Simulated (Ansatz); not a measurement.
# UHF/3-21G run of CH4ClGeO (SMILES [CH3][Ge]([OH])[Cl])

Aim: the energy change on altering one bond length of CH4ClGeO at UHF/3-21G, from 2 runs. 

Program for the calculation: Ansatz 0.2.0.

122 further runs of the same task are left out: 122 set aside as unsound or not needed.

## (1) The structure to begin with

CH4ClGeO: 8 atoms, total charge 0, spin state doublet. As SMILES, `[CH3][Ge]([OH])[Cl]`. Geometry: relaxed at PBE0-D4/def2-TZVP. This is one conformer, not always the lowest.

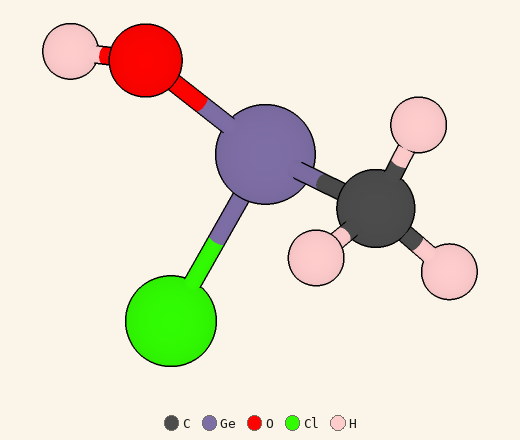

The structure, seen from a chosen angle (carbon dark grey, germanium purple, oxygen red, chlorine green, hydrogen pink).

## (2) The energy at UHF/3-21G

Contents of molecule.yaml:

```yaml
crystal:
  periodic: [false, false, false]
  atoms:
    - symbol: C
      position_ang: [0.070000, 1.235100, -0.045900]
    - symbol: Ge
      position_ang: [-0.661500, -0.553500, 0.272700]
    - symbol: O
      position_ang: [0.714600, -1.504600, 0.880000]
    - symbol: Cl
      position_ang: [-1.247100, -1.432100, -1.639400]
    - symbol: H
      position_ang: [0.419500, 1.652400, 0.898100]
    - symbol: H
      position_ang: [0.906900, 1.122600, -0.737600]
    - symbol: H
      position_ang: [-0.694800, 1.876200, -0.480900]
    - symbol: H
      position_ang: [0.584600, -2.453200, 0.797100]
basis:
  gaussian:
    orbitals: 3-21G-spherical.json
hamiltonian:
  xc: hf
output: {orbitals: {seedname: orbitals}}
accuracy: high
magnetization:
  spin_polarized: true
  initial_magnetization: 1
```

The basis set 3-21G is read from a file made from the Basis Set Exchange's data (not shown).

Run with:

```bash
$ ansatz run molecule.yaml --threads 1 --pin off --max-ram 3480MiB --events-out events.jsonl --progress --plain --runs-dir runs
```

Log:

```text
Warning: RAYON_NUM_THREADS=1 ignored (pool sized by the plan → 1); use --threads N
Functional definition: HF
  name "HF"
  exchange = exact_x
  correlation = 0
1242 factors; integrals over basis functions are off by at most 8.5e-9 eV
mean field evaluation 1: about -71757.1314 eV, gradient 2.5e1 eV
mean field evaluation 2: about -71757.3374 eV, gradient 2.5e1 eV
mean field evaluation 4: about -71760.1014 eV, gradient 2.1e0 eV
mean field evaluation 8: about -71760.1670 eV, gradient 3.2e-1 eV
mean field evaluation 16: about -71760.1704 eV, gradient 6.9e-6 eV
mean field -71760.17035089 eV, -2637.1376196048 hartree, gradient 3.0e-8 eV, S^2 0.755570; 0 other end points of the search recorded, 0 dependent functions left out
reference -71760.17035089 eV, -2637.1376196048 hartree; 34, 33 occupied and 27, 28 virtual orbitals, 1242 factors
Total energy: -71760.17035089 eV, -2637.1376196048 hartree
```

Run time: 1.6 s. Hardware: 1 thread of Arm Neoverse V2, shared host; peak memory 0.2 GiB.

## (3) The distorted shape, same level

Contents of in.yaml:

```yaml
basis:
  gaussian:
    orbitals: 3-21G-spherical.json
crystal:
  periodic: [false, false, false]
  atoms:
    - {symbol: C, position_ang: [-0.342823, 1.520425, -0.228087]}
    - {symbol: Ge, position_ang: [-1.074323, -0.268175, 0.090513]}
    - {symbol: O, position_ang: [0.714600, -1.504600, 0.880000]}
    - {symbol: Cl, position_ang: [-1.659923, -1.146775, -1.821587]}
    - {symbol: H, position_ang: [0.006677, 1.937725, 0.715913]}
    - {symbol: H, position_ang: [0.494077, 1.407925, -0.919787]}
    - {symbol: H, position_ang: [-1.107623, 2.161525, -0.663087]}
    - {symbol: H, position_ang: [0.584600, -2.453200, 0.797100]}
magnetization:
  spin_polarized: true
  initial_magnetization: 1
hamiltonian:
  xc: hf
accuracy: high
output:
  orbitals: {seedname: orbitals}
```

The basis set 3-21G is read from a file made from the Basis Set Exchange's data (not shown).

Run with:

```bash
$ ansatz run in.yaml --threads 1 --pin off --max-ram 3480MiB --events-out events.jsonl --progress --plain --runs-dir runs
```

Log:

```text
Warning: RAYON_NUM_THREADS=1 ignored (pool sized by the plan → 1); use --threads N
[... 4 set-up lines as earlier in the session ...]
1216 factors; integrals over basis functions are off by at most 1.0e-8 eV
mean field evaluation 1: about -71753.5154 eV, gradient 2.9e1 eV
mean field evaluation 2: about -71753.5214 eV, gradient 2.9e1 eV
mean field evaluation 4: about -71757.7956 eV, gradient 2.8e0 eV
mean field evaluation 8: about -71758.0638 eV, gradient 9.1e-1 eV
mean field evaluation 16: about -71758.2648 eV, gradient 9.1e-4 eV
mean field evaluation 32: about -71757.1527 eV, gradient 8.3e0 eV
mean field evaluation 64: about -71757.1493 eV, gradient 3.1e0 eV
mean field evaluation 96: about -71753.4635 eV, gradient 3.7e0 eV
mean field evaluation 128: about -71757.6982 eV, gradient 1.9e0 eV
mean field -71758.26477347 eV, -2637.0675909261 hartree, gradient 4.6e-8 eV, S^2 0.933351; 2 other end points of the search recorded, 0 dependent functions left out
reference -71758.26477347 eV, -2637.0675909261 hartree; 34, 33 occupied and 27, 28 virtual orbitals, 1216 factors
Total energy: -71758.26477347 eV, -2637.0675909261 hartree
```

Run time: 4.5 s. Hardware: 1 thread of Arm Neoverse V2, shared host; peak memory 0.21 GiB.

## (4) Outcome

At UHF/3-21G:

| quantity | value |
| --- | --- |
| first shape: total energy | -2637.13762 Eh |
| first shape: HOMO energy (highest over α and β) | -9.24 eV |
| first shape: LUMO energy (lowest over α and β) | 0.36 eV |
| first shape: ⟨S²⟩ | 0.756 |
| distorted shape: total energy | -2637.06759 Eh |
| distorted shape: HOMO energy (highest over α and β) | -9.09 eV |
| distorted shape: LUMO energy (lowest over α and β) | 0.39 eV |
| distorted shape: ⟨S²⟩ | 0.933 |
| energy change with the Ge2–O3 bond stretched from 1.780 to 2.313 Å | 1.906 eV |

**Reading.** With the Ge2–O3 bond stretched from 1.780 to 2.313 Å the energy rises by 1.91 eV (184 kJ/mol). The first shape isn't relaxed at this level, so the change isn't measured from a minimum. ⟨S²⟩ (distorted shape) is 0.93 where a pure doublet has 0.75: the reference is spin-contaminated.
